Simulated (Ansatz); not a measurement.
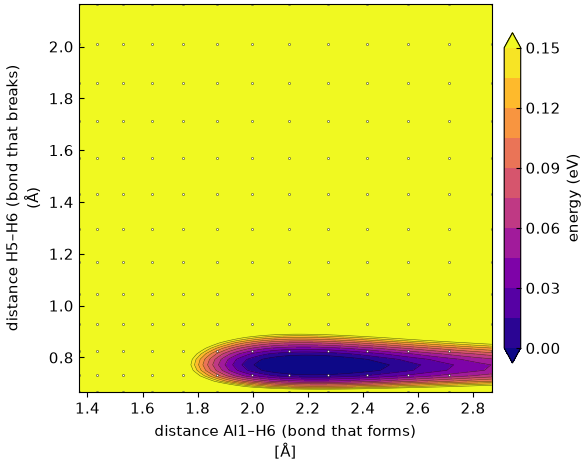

The reacting system AlCl3H2 (fragments AlCl₃ + H₂ where the first distance is long, AlCl₃H₂ where the second is long). 
- The first coordinate is: distance Al1–H6 (bond that forms); the second: distance H5–H6 (bond that breaks).
- Relaxed at each point: all other coordinates.
- Grid: 13 × 13 points.
- Points are written as (first, second).
- Energies are in eV, from the lowest grid point.
- The reference is spin-restricted, so regions where a bond is pulled apart into radicals lie too high.
- The calculation used RKS PBE0-D4/def2-SVP in Ansatz 0.2.0.

Drawn: filled contours, dots at the grid points, one colour for all values above the top of the scale. Between grid points the surface is interpolated.

Q: Where is the minimum, and how stiff is the well along each coordinate?

A: The interpolated minimum is at the first coordinate ≈ 2.209 Å, the second coordinate ≈ 0.769 Å. The curvatures there are about 0.87 eV/Å² and 33 eV/Å², with a cross term of about 0.3 eV/Å². Round the minimum the two coordinates are weakly coupled (coupling 0.06 in units of the two stiffnesses).
